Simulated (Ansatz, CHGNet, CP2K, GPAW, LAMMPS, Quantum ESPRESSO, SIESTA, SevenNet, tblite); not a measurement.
# SIESTA runs on aqueous Cs+ and SO4 2-, 1.7 mol of salt per kg of water at 360 K (106 atoms), part 2 of 2

Wanted: SIESTA inputs and outputs for aqueous Cs+ and SO4 2-, 1.7 mol of salt per kg of water at 360 K (106 atoms), checked against a plane-wave reference.

Program: SIESTA 5.4.2; the method stands at each step. Banners, paths, timers and routine set-up lines are dropped from the logs unmarked, and long logs keep their key lines alone; longer cuts are marked. The potentials were converted by us to PSML.

So far. Step 2 (PBE, DZP, shift 0.01 Ry, mesh 500 Ry): Forces lie 34 % from the reference's, at 0.48 times its CPU time. Step 3 (PBE, SZ, shift 0.01 Ry, mesh 500 Ry): Against the first run (34 %), the force difference from the reference is 474 %, at 0.38 times the CPU time (on 1 against 2 cores), with 228 basis functions against 842: the smaller basis costs accuracy.

## (4) PBE, SZ, shift 0.02 Ry, mesh 500 Ry

Method: Kohn-Sham DFT, PBE, PseudoDojo 0.4.1 norm-conserving pseudopotentials (converted to PSML), numerical atomic orbitals (SZ), diagonalisation.

File input.fdf:

```
SystemLabel cell
NumberOfAtoms 106
NumberOfSpecies 4
%block ChemicalSpeciesLabel
  1 8 O
  2 16 S
  3 1 H
  4 55 Cs
%endblock ChemicalSpeciesLabel
LatticeConstant 1.0 Ang
%block LatticeVectors
  10.28660 0.00000 0.00000
  0.00000 10.28660 0.00000
  0.00000 0.00000 10.28660
%endblock LatticeVectors
PAO.BasisSize SZ
PAO.EnergyShift 0.02 Ry
XC.Functional GGA
XC.Authors PBE
MeshCutoff 500 Ry
%block kgrid_Monkhorst_Pack
  1 0 0 0.0
  0 1 0 0.0
  0 0 1 0.0
%endblock kgrid_Monkhorst_Pack
SolutionMethod diagon
OccupationFunction FD
ElectronicTemperature 580 K
SCF.Mixer.Method Pulay
SCF.Mixer.Weight 0.15
SCF.Mixer.History 8
SCF.Mix Hamiltonian
MaxSCFIterations 300
SCF.DM.Tolerance 1e-04
SCF.H.Tolerance 1.0e-3 eV
WriteForces T
Write.HirshfeldPop T
Write.VoronoiPop T
Write.DM F
Write.H F
XML.Write F
AtomicCoordinatesFormat Fractional
%block AtomicCoordinatesAndAtomicSpecies
[... 106 atom lines left out: the same atoms as in the first run ...]
%endblock AtomicCoordinatesAndAtomicSpecies
```

The run is started by

```console
$ OMP_NUM_THREADS=1 siesta < input.fdf > output.txt
```

The log of the run:

```text
Version         : 5.4.2
reinit: System Name:
reinit: System Label: cell
initatom: Reading input for the pseudopotentials and atomic orbitals ----------
Species number:   1 Atomic number:    8 Label: O
Species number:   2 Atomic number:   16 Label: S
Species number:   3 Atomic number:    1 Label: H
Species number:   4 Atomic number:   55 Label: Cs
Ground state valence configuration (from tables):   2s02  2p04  3d00  4f00
Ground state valence configuration (from tables):   3s02  3p04  3d00  4f00
[... lines left out ...]
        iscf     Eharris(eV)        E_KS(eV)     FreeEng(eV)     dDmax    Ef(eV) dHmax(eV)
[... lines left out ...]
SCF Convergence by DM+H criterion
[... lines left out ...]
SCF cycle converged after 12 iterations
[... lines left out ...]
   Max   15.275837
[... lines left out ...]
   Max   15.275837    constrained
Stress tensor Voigt[x,y,z,yz,xz,xy] (kbar):     -113.94     -115.80     -112.19        7.32       -3.29       -0.89
[... lines left out ...]
siesta: FreeEng =    -19117.800762
[... lines left out ...]
siesta:         Fermi =      -2.128535
[... lines left out ...]
siesta:    -0.002050    0.004570   -0.070022
siesta: Cell volume =       1088.467728 Ang**3
siesta: Pressure (static):
siesta:                Solid            Molecule  Units
siesta:           0.00077479          0.00112515  Ry/Bohr**3
siesta:           0.07113839          0.10330619  eV/Ang**3
siesta:         113.97626058        165.51476320  kBar
    Orbital volume contribution        =           9.745784 eV
    (Free)E + p_basis*V_orbitals       =      -19108.054978 eV
    (Free)Eharris+ p_basis*V_orbitals  =      -19108.054978 eV
Hirshfeld Atomic Populations:
Atom #   charge [q] valence [e]  Species
     1    -0.247759    6.247759  O
     2     0.864395    5.135605  S
     3    -0.237099    6.237099  O
     4    -0.289625    6.289625  O
[...]
7     0.142260    0.857740  H
     8     0.120620    0.879380  H
[...]
10     0.083464    0.916536  H
[...]
105     0.387130    8.612870  Cs
   106     0.400071    8.599929  Cs
--------------------
 Total     0.000018
Voronoi Atomic Populations:
Atom #   charge [q] valence [e]  Species
[...]
2     0.876344    5.123656  S
[...]
99    -0.265675    6.265675  O
[...]
102    -0.289039    6.289039  O
   103     0.145547    0.854453  H
   104     0.141385    0.858615  H
   105     0.169548    8.830452  Cs
   106     0.164857    8.835143  Cs
--------------------
 Total     0.000018
```

It took 54 s on 1 thread of Arm Neoverse V2, shared host; peak memory 0.64 GiB.

Numbers from this run, and their distance from the reference:

- r.m.s. force component: 3.063 eV/Å
- r.m.s. difference of force components: 3125 meV/Å
- longest difference of force vectors: 15560 meV/Å
- force difference over r.m.s. force: 461.1 %
- slope of forces against the reference's: 0.0807
- correlation of force components: 0.01787
- gap (highest filled to lowest empty level): 2.939 eV
- gap difference: -1.2 eV
- pressure: 11.4 GPa
- pressure difference: 11.09 GPa

This is a coarse setting, run to see what it loses.

Against the first run (34 %), the force difference from the reference is 461 %, at 0.34 times the CPU time (on 1 against 2 cores).

## (5) PBE, DZ, shift 0.01 Ry, mesh 500 Ry

Method: Kohn-Sham DFT, PBE, PseudoDojo 0.4.1 norm-conserving pseudopotentials (converted to PSML), numerical atomic orbitals (DZ), diagonalisation.

input.fdf, as its differences from that of step 4:

```diff
@@ -15,4 +15,4 @@
 %endblock LatticeVectors
-PAO.BasisSize SZ
-PAO.EnergyShift 0.02 Ry
+PAO.BasisSize DZ
+PAO.EnergyShift 0.01 Ry
 XC.Functional GGA
```

The run is started by

```console
$ OMP_NUM_THREADS=1 mpirun -np 2 siesta < input.fdf > output.txt
```

The log of the run:

```text
Version         : 5.4.2
reinit: System Name:
reinit: System Label: cell
initatom: Reading input for the pseudopotentials and atomic orbitals ----------
Species number:   1 Atomic number:    8 Label: O
Species number:   2 Atomic number:   16 Label: S
Species number:   3 Atomic number:    1 Label: H
Species number:   4 Atomic number:   55 Label: Cs
Ground state valence configuration (from tables):   2s02  2p04  3d00  4f00
Ground state valence configuration (from tables):   3s02  3p04  3d00  4f00
[... lines left out ...]
        iscf     Eharris(eV)        E_KS(eV)     FreeEng(eV)     dDmax    Ef(eV) dHmax(eV)
[... lines left out ...]
SCF Convergence by DM+H criterion
[... lines left out ...]
SCF cycle converged after 12 iterations
[... lines left out ...]
   Max   11.336960
[... lines left out ...]
   Max   11.336960    constrained
Stress tensor Voigt[x,y,z,yz,xz,xy] (kbar):      -35.19      -25.30      -37.66       -1.18       -2.91        4.17
[... lines left out ...]
siesta: FreeEng =    -19219.063313
[... lines left out ...]
siesta:         Fermi =      -3.733847
[... lines left out ...]
siesta:    -0.001819   -0.000733   -0.023507
siesta: Cell volume =       1088.467728 Ang**3
siesta: Pressure (static):
siesta:                Solid            Molecule  Units
siesta:           0.00022241          0.00039297  Ry/Bohr**3
siesta:           0.02042064          0.03608123  eV/Ang**3
siesta:          32.71746854         57.80850688  kBar
    Orbital volume contribution        =          17.514178 eV
    (Free)E + p_basis*V_orbitals       =      -19201.549136 eV
    (Free)Eharris+ p_basis*V_orbitals  =      -19201.549136 eV
Hirshfeld Atomic Populations:
Atom #   charge [q] valence [e]  Species
     1    -0.209114    6.209114  O
     2     0.750039    5.249961  S
     3    -0.199046    6.199046  O
     4    -0.252470    6.252470  O
[...]
7     0.138985    0.861015  H
     8     0.105940    0.894060  H
[...]
10     0.073409    0.926591  H
[...]
105     0.410782    8.589218  Cs
   106     0.412034    8.587966  Cs
--------------------
 Total    -0.000008
Voronoi Atomic Populations:
Atom #   charge [q] valence [e]  Species
[...]
2     0.722707    5.277293  S
[...]
99    -0.257515    6.257515  O
[...]
102    -0.287690    6.287690  O
   103     0.138726    0.861274  H
   104     0.120140    0.879860  H
   105     0.198872    8.801128  Cs
   106     0.186814    8.813186  Cs
--------------------
 Total    -0.000008
```

Run time: 41 s. Hardware: 2 MPI ranks; peak memory 1.1 GiB; 81 s of CPU time.

Against the reference:

```yaml
r_m_s_force_component: 1.599 eV/Å
r_m_s_difference_of_force_components: 1372 meV/Å
longest_difference_of_force_vectors: 10780 meV/Å
force_difference_over_r_m_s_force: 202.4 %
slope_of_forces_against_the_reference_s: 1.236
correlation_of_force_components: 0.5238
spacing_of_highest_filled_and_lowest_empty_level: 3.669 eV
gap_difference: -0.4713 eV
pressure: 3.272 GPa
pressure_difference: 2.962 GPa
```

This is a coarse setting, run to see what it loses.

Against the first run (34 %), the force difference from the reference is 202 %, at 0.50 times the CPU time, with 448 basis functions against 842: the smaller basis costs accuracy.

## (6) A run with a doubtful setting

input.fdf, as its differences from that of step 5:

```diff
@@ -15,6 +15,6 @@
 %endblock LatticeVectors
-PAO.BasisSize DZ
+PAO.BasisSize DZP
 PAO.EnergyShift 0.01 Ry
 XC.Functional GGA
-XC.Authors PBE
+XC.Authors PBE96
 MeshCutoff 500 Ry
@@ -32,3 +32,3 @@
 SCF.Mix Hamiltonian
-MaxSCFIterations 300
+MaxSCFIterations 60
 SCF.DM.Tolerance 1e-04
```

The log of the run:

```text
Version         : 5.4.2
reinit: System Name:
reinit: System Label: cell
initatom: Reading input for the pseudopotentials and atomic orbitals ----------
Species number:   1 Atomic number:    8 Label: O
Species number:   2 Atomic number:   16 Label: S
Species number:   3 Atomic number:    1 Label: H
Species number:   4 Atomic number:   55 Label: Cs
Ground state valence configuration (from tables):   2s02  2p04  3d00  4f00
Ground state valence configuration (from tables):   3s02  3p04  3d00  4f00
Ground state valence configuration (from tables):   1s01  2p00  3d00  4f00
Ground state valence configuration (from tables):   6s01  6p00  5d00  4f00
---- Processing specs for species: O
GGA--PBE XC_GGA_X_PBE--XC_GGA_C_PBE pb
---- Processing specs for species: S
GGA--PBE XC_GGA_X_PBE--XC_GGA_C_PBE pb
---- Processing specs for species: H
GGA--PBE XC_GGA_X_PBE--XC_GGA_C_PBE pb
---- Processing specs for species: Cs
GGA--PBE XC_GGA_X_PBE--XC_GGA_C_PBE pb
Semicore shell(s) with  8 electrons included in the valence for Cs
Semicore shell(s): 5s 5p
Fallback to non-perturbative polarization scheme for Cs
Please see the manual if this is not desired in principle
O pseudopotential only contains V_ls up to l=2 -- lmxkb reset.
S pseudopotential only contains V_ls up to l=2 -- lmxkb reset.
H pseudopotential only contains V_ls up to l=1 -- lmxkb reset.
Using PAO.SplitTailNorm
atom: Called for O                     (Z =   8)
Maximum radius (at nrval) set to   50.00000 8518
read_vps: Pseudopotential generation method:
read_vps: ONCVPSP-3.Hamann oncvpsp
Valence charge in pseudo generation:    6.00000
read_vps: Pseudopotential includes a core correction:
read_vps: Pseudo-core for xc-correction
xc_check: Exchange-correlation functional:
xc_check: GGA PBE96
xc_check: WARNING: Pseudopotential generated with GGA PBE functional
GGAXC: Unknown author PBE96
GGAXC: Unknown author PBE96
Stopping Program from Node:    0
Stopping Program from Node:    0
```

Wall time 0.57 s (2 MPI ranks); peak memory 0.32 GiB; 1.1 s of CPU time.

The program stopped at the start. The fault in the input: an unknown functional (functional PBE96).

## (7) The ladder

Differences are against the plane-wave reference, forces as r.m.s. over components; share is that over the reference's r.m.s. force, slope the least-squares factor from reference forces to these. Total energies of different programs have different zeros and aren't compared.

```csv
run,"Δ force, r.m.s. (meV/Å)",share (%),slope,Δ pressure (GPa),Δ gap (eV),cores,CPU time,memory (GiB)
reference,-,-,-,-,-,2,5.6 min,2.7
"SIESTA PBE, DZP, shift 0.01 Ry, mesh 500 Ry",229,33.8,0.906,0.0261,0.0423,2,2.7 min,1.6
"SIESTA PBE, SZ, shift 0.01 Ry, mesh 500 Ry (coarse)",3215,474,-0.002,14.1,-1.05,1,61 s,0.7
"SIESTA PBE, SZ, shift 0.02 Ry, mesh 500 Ry (coarse)",3125,461,0.081,11.1,-1.20,1,54 s,0.64
"SIESTA PBE, DZ, shift 0.01 Ry, mesh 500 Ry (coarse)",1372,202,1.236,2.96,-0.471,2,81 s,1.1
```

Rows marked coarse were listed beforehand as settings not expected to be converged; some can still land near the reference.

CPU time is summed over cores on a shared host, where runs went side by side, so it is rough. Symmetry, cutoffs, thresholds, outputs and thread counts weren't matched or tuned between programs; memory under MPI is the largest rank's times the ranks.

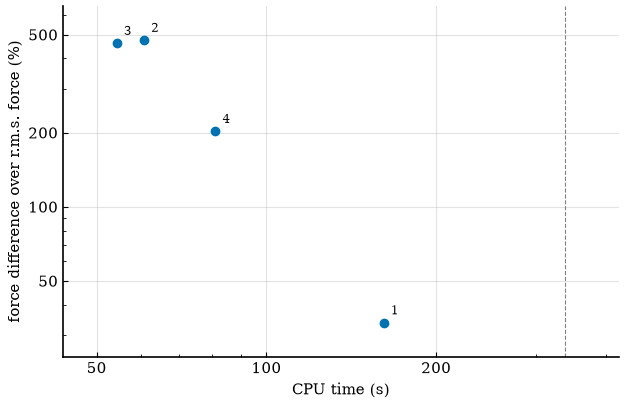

Force difference against CPU time; the dashed line marks the reference's time. Points: 1 SIESTA PBE, DZP, shift 0.01 Ry, mesh 500 Ry; 2 SIESTA PBE, SZ, shift 0.01 Ry, mesh 500 Ry; 3 SIESTA PBE, SZ, shift 0.02 Ry, mesh 500 Ry; 4 SIESTA PBE, DZ, shift 0.01 Ry, mesh 500 Ry.

Further runs of this program without a result: SIESTA PBE, SZ, shift 0.02 Ry, mesh 500 Ry, order-N, radius 4.5 Å, eta -2.13 eV (stopped at the start); SIESTA PBE, SZ, shift 0.02 Ry, mesh 500 Ry, order-N, radius 3.5 Å, eta -2.13 eV (stopped at the start).

## (8) Summary of results

- nearest in forces: SIESTA PBE, DZP, shift 0.01 Ry, mesh 500 Ry, 34 %
- its CPU time: 2.7 min

The PBE run in local orbitals, coarse settings apart, differs by 34 % (SIESTA PBE, DZP, shift 0.01 Ry, mesh 500 Ry); basis, grid and potentials can all enter. Runs with settings chosen to be coarse differ by 202 % (SIESTA PBE, DZ, shift 0.01 Ry, mesh 500 Ry) to 474 % (SIESTA PBE, SZ, shift 0.01 Ry, mesh 500 Ry), their programs' other errors included. Of the electronic-structure runs that take under half the reference's CPU time, SIESTA PBE, DZP, shift 0.01 Ry, mesh 500 Ry comes nearest, at 34 % in 2.7 min against 5.6 min. At the same functional, gaps differ from the reference's 4.14 eV by between -1.20 and +0.04 eV. In pressure, SIESTA PBE, SZ, shift 0.01 Ry, mesh 500 Ry misses by +14.1 GPa, at the same functional. With short bonds to hydrogen, sets of potentials differ among themselves by several per cent in forces even at converged cutoffs, so the reference isn't exact here either. The reference's pressure holds the uncorrected Pulay stress of its 60 Ry basis, so small pressure differences, and their order, may be the reference's own error. The network of contacts between molecules at the start is that of the classical potential that made the cell, and needn't be the one that DFT or experiment would give. The concentration wasn't checked against solubility and may exceed it. The reference's PBE has no dispersion term, which matters for the binding between molecules or layers. The density was typed from a rule of thumb and may lie off the real one at this temperature. The electronic-structure runs sample only Γ, in a cell whose shortest periodic width is 10 Å. Spin–orbit coupling is left out, which matters for the levels of the heavy elements.

[Also dropped from logs without a mark: logging warnings of Python, and SIESTA's first energy breakdown and zero terms.]

[Logs are printed without paths, hosts, clocks, repeated set-up lines and the standing remarks that a program may print on its own settings, such as how far it seeks lower states.]

[Hosts, paths, dates, database ids (printed as entryN), source tags and the programs' standing remarks are cut or masked in the printed files.]
